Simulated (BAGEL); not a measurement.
# HF/6-31G(d) (density fitting with qzvpp-jkfit, spherical functions) run of C3H5O+ (SMILES CCC#[O+])

What is the vertical electron affinity of C3H5O+ at HF/6-31G* (density fitting with qzvpp-jkfit, spherical functions)? 

Program for the calculation: BAGEL 1.2.2.

1 further run of the same task is left out (it didn't finish). Runs told in other sessions of the task aren't counted.

### 1 The molecule

C3H5O+ has 9 atoms, charge +1, and is taken as a singlet. As SMILES, `CCC#[O+]`. The coordinates come from a GFN2-xTB relaxation.

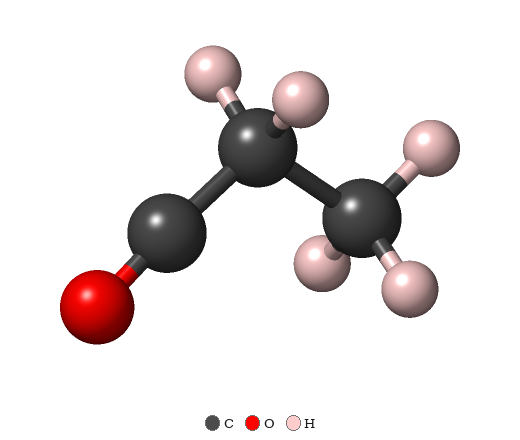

The structure, seen from a chosen angle (carbon dark grey, oxygen red, hydrogen pink).

### 2 The energy at HF/6-31G(d) (density fitting with qzvpp-jkfit, spherical functions)

The input, hf.json:

```json
{ "bagel": [

{
  "title": "molecule",
  "basis": "6-31gs.json",
  "df_basis": "qzvpp-jkfit",
  "angstrom": "true",
  "geometry": [
    { "atom": "C", "xyz": [      -0.386910,       0.817150,      -0.433260 ] },
    { "atom": "C", "xyz": [      -0.017950,      -0.297860,       0.585590 ] },
    { "atom": "C", "xyz": [       0.821860,      -1.218680,      -0.009550 ] },
    { "atom": "O", "xyz": [       1.494930,      -1.923480,      -0.552680 ] },
    { "atom": "H", "xyz": [      -0.908790,       0.409080,      -1.293890 ] },
    { "atom": "H", "xyz": [      -1.046020,       1.520480,       0.068590 ] },
    { "atom": "H", "xyz": [       0.496170,       1.351950,      -0.770570 ] },
    { "atom": "H", "xyz": [      -0.930000,      -0.801540,       0.940920 ] },
    { "atom": "H", "xyz": [       0.476720,       0.142890,       1.464830 ] }
  ]
},

{ "title": "hf", "charge": 1 },

{ "title": "print", "file": "orbitals.molden", "orbitals": "true" }

]}
```

The basis set 6-31G* is read from a file made from the Basis Set Exchange's data (not shown).

On the command line:

```
$ BAGEL_NUM_THREADS=1 BAGEL hf.json > hf.out
```

The program printed:

```text
* using 1 threads per process

  ===============================================================
  ===============================================================

  *** Geometry ***

  { "atom" : "C", "xyz" : [     -0.731154,      1.544190,     -0.818743 ] },
  { "atom" : "C", "xyz" : [     -0.033921,     -0.562874,      1.106605 ] },
  { "atom" : "C", "xyz" : [      1.553090,     -2.302971,     -0.018047 ] },
  { "atom" : "O", "xyz" : [      2.825008,     -3.634850,     -1.044414 ] },
  { "atom" : "H", "xyz" : [     -1.717364,      0.773049,     -2.445098 ] },
  { "atom" : "H", "xyz" : [     -1.976691,      2.873291,      0.129616 ] },
  { "atom" : "H", "xyz" : [      0.937625,      2.554815,     -1.456166 ] },
  { "atom" : "H", "xyz" : [     -1.757445,     -1.514691,      1.778081 ] },
  { "atom" : "H", "xyz" : [      0.900870,      0.270023,      2.768128 ] },

  Number of auxiliary basis functions:      392

  Since a DF basis is specified, we compute 2- and 3-index integrals:
    o Being stored without compression. Storage requirement is 0.014 GB

  Number of basis functions:       66
  Number of electrons      :       31

    * METHOD: MOLECULE                             0.23

  *** RHF ***

  === Nuclear Repulsion ===
   111.3688797003

      * DIIS with orbital gradients will be used.

  === RHF iteration (6-31gs.json) ===
      0       -190.92101849          0.02442432           0.04
      1       -190.99189798          0.02136676           0.04
      2       -191.09351310          0.00233510           0.04
      3       -191.09559711          0.00072606           0.04
      4       -191.09577137          0.00014735           0.04
      5       -191.09578475          0.00004210           0.04
      6       -191.09578583          0.00001065           0.04
      7       -191.09578590          0.00000386           0.04
      8       -191.09578592          0.00000203           0.04
      9       -191.09578592          0.00000099           0.04
     10       -191.09578592          0.00000040           0.04
     11       -191.09578592          0.00000010           0.04
     12       -191.09578592          0.00000004           0.04
     13       -191.09578592          0.00000001           0.04
     14       -191.09578592          0.00000000           0.04
    * SCF iteration converged.

    * Permanent dipole moment:
           (    0.343165,    -0.139962,    -0.673719) a.u.

    * METHOD: HF                                   0.72

    * METHOD: PRINT                                0.02

  ===============================================================
```

Wall time 1.1 s (1 thread of Arm Neoverse N1, shared host); peak memory 0.083 GiB.

### 3 Doublet neutral C3H5O, same level

The input, input.json:

```json
{ "bagel": [

{
  "title": "molecule",
  "basis": "6-31gs.json",
  "df_basis": "qzvpp-jkfit",
  "angstrom": true,
  "geometry": [
    { "atom": "C", "xyz": [   -0.386910,    0.817150,   -0.433260 ] },
    { "atom": "C", "xyz": [   -0.017950,   -0.297860,    0.585590 ] },
    { "atom": "C", "xyz": [    0.821860,   -1.218680,   -0.009550 ] },
    { "atom": "O", "xyz": [    1.494930,   -1.923480,   -0.552680 ] },
    { "atom": "H", "xyz": [   -0.908790,    0.409080,   -1.293890 ] },
    { "atom": "H", "xyz": [   -1.046020,    1.520480,    0.068590 ] },
    { "atom": "H", "xyz": [    0.496170,    1.351950,   -0.770570 ] },
    { "atom": "H", "xyz": [   -0.930000,   -0.801540,    0.940920 ] },
    { "atom": "H", "xyz": [    0.476720,    0.142890,    1.464830 ] }
  ]
},
{ "title": "uhf", "nopen": 1 },
{ "title": "print", "file": "orbitals.molden", "orbitals": true }

]}
```

The basis set 6-31G* is read from a file made from the Basis Set Exchange's data (not shown).

On the command line:

```
$ BAGEL_NUM_THREADS=1 BAGEL input.json > input.out
```

The program printed:

```text
* using 1 threads per process

  ===============================================================
  ===============================================================

  *** Geometry ***

  { "atom" : "C", "xyz" : [     -0.731154,      1.544190,     -0.818743 ] },
  { "atom" : "C", "xyz" : [     -0.033921,     -0.562874,      1.106605 ] },
  { "atom" : "C", "xyz" : [      1.553090,     -2.302971,     -0.018047 ] },
  { "atom" : "O", "xyz" : [      2.825008,     -3.634850,     -1.044414 ] },
  { "atom" : "H", "xyz" : [     -1.717364,      0.773049,     -2.445098 ] },
  { "atom" : "H", "xyz" : [     -1.976691,      2.873291,      0.129616 ] },
  { "atom" : "H", "xyz" : [      0.937625,      2.554815,     -1.456166 ] },
  { "atom" : "H", "xyz" : [     -1.757445,     -1.514691,      1.778081 ] },
  { "atom" : "H", "xyz" : [      0.900870,      0.270023,      2.768128 ] },

  Number of auxiliary basis functions:      392

  Since a DF basis is specified, we compute 2- and 3-index integrals:
    o Being stored without compression. Storage requirement is 0.014 GB

  Number of basis functions:       66
  Number of electrons      :       31

    * METHOD: MOLECULE                             0.22

  *** Open-shell HF ***

  === Nuclear Repulsion ===
   111.3688797003

      * DIIS with orbital gradients will be used.

  === UHF iteration (6-31gs.json) ===
      0       -191.08841791          0.04292164           0.08
      1       -191.20437604          0.02968405           0.08
      2       -191.23623547          0.02106427           0.08
      3       -191.26783418          0.00172680           0.08
      4       -191.26862745          0.00064031           0.08
      5       -191.26878106          0.00018312           0.08
      6       -191.26882371          0.00006703           0.08
      7       -191.26883238          0.00002656           0.08
      8       -191.26883467          0.00001796           0.08
      9       -191.26883767          0.00000966           0.08
[... 25 lines of this table left out ...]
     35       -191.26884019          0.00000002           0.08
     36       -191.26884019          0.00000002           0.08
     37       -191.26884019          0.00000001           0.08
     38       -191.26884019          0.00000000           0.08
    * SCF iteration converged.

    * S^2 (UHF) is 0.7644

    * Permanent dipole moment:
           (    0.698022,    -0.741120,    -0.528786) a.u.

    * METHOD: UHF                                  3.18

    * METHOD: PRINT                                0.02

  ===============================================================
```

Wall time 3.6 s (1 thread of Arm Neoverse N1, shared host); peak memory 0.083 GiB.

### 4 What came out

At HF/6-31G* (density fitting with qzvpp-jkfit, spherical functions):

| quantity | value |
| --- | --- |
| singlet C3H5O+: total energy | -191.09579 Eh |
| singlet C3H5O+: HOMO energy | -20.20 eV |
| singlet C3H5O+: LUMO energy | -3.40 eV |
| singlet C3H5O+: HOMO–LUMO gap | 16.80 eV |
| doublet neutral C3H5O: total energy | -191.26884 Eh |
| doublet neutral C3H5O: dipole moment | 2.92 D |
| doublet neutral C3H5O: ⟨S²⟩ | 0.764 |
| vertical electron affinity (to the doublet neutral) | 4.709 eV |

**Reading.** At fixed nuclei the extra electron is bound by 4.71 eV (109 kcal/mol).
